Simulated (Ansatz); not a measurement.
Reaction (SMILES): C1=CC1 → 3 C atom + 4 H atom
B3LYP-D3(BJ)/def2-TZVP geometries, fixed; electronic energies without zero-point terms.
Largest species:
```
C
H 1 1.0889
H 1 1.0889 2 113.66
C 1 1.5050 2 119.64 3 150.54
C 4 1.2868 1 64.69 2 105.61
H 5 1.0750 4 149.73 1 180.00
H 4 1.0750 5 149.73 6 0.00
```
Charge 0, spin multiplicity 1.

Basis-set convergence of the atomisation energy at HF with Ansatz (a quantum-chemistry and plane-wave program). Cartesian d functions, on some or all atoms, in 6-31+G*; all else is spherical. Open shells are unrestricted. No added dispersion term, no relativity. Functions are those of the species that has most. Reference: the value in def2-QZVPPD, 497.83 kcal/mol, itself unsure by roughly 0.48 kcal/mol (its mean distance from pcseg-3, def2-QZVPP, cc-pVQZ). Deviations are taken from unrounded values.

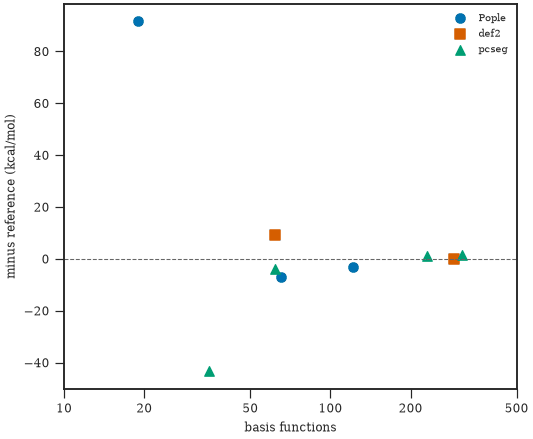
*Deviation from the reference against the number of basis functions, by family of sets.*

```json
[
 {"basis": "STO-3G", "functions": "19", "atomisation energy (kcal/mol)": "589.37", "minus reference (kcal/mol)": "91.54"},
 {"basis": "pcseg-0", "functions": "35", "atomisation energy (kcal/mol)": "454.54", "minus reference (kcal/mol)": "-43.30"},
 {"basis": "def2-SVP", "functions": "62", "atomisation energy (kcal/mol)": "507.09", "minus reference (kcal/mol)": "9.26"},
 {"basis": "pcseg-1", "functions": "62", "atomisation energy (kcal/mol)": "493.91", "minus reference (kcal/mol)": "-3.93"},
 {"basis": "6-31+G*", "functions": "65", "atomisation energy (kcal/mol)": "490.67", "minus reference (kcal/mol)": "-7.17"},
 {"basis": "6-311++G(2d,2p)", "functions": "121", "atomisation energy (kcal/mol)": "494.64", "minus reference (kcal/mol)": "-3.19"},
 {"basis": "aug-pcseg-2", "functions": "230", "atomisation energy (kcal/mol)": "499.01", "minus reference (kcal/mol)": "1.18"},
 {"basis": "def2-QZVPP", "functions": "291", "atomisation energy (kcal/mol)": "497.86", "minus reference (kcal/mol)": "0.03"},
 {"basis": "pcseg-3", "functions": "312", "atomisation energy (kcal/mol)": "499.22", "minus reference (kcal/mol)": "1.38"}
]
```
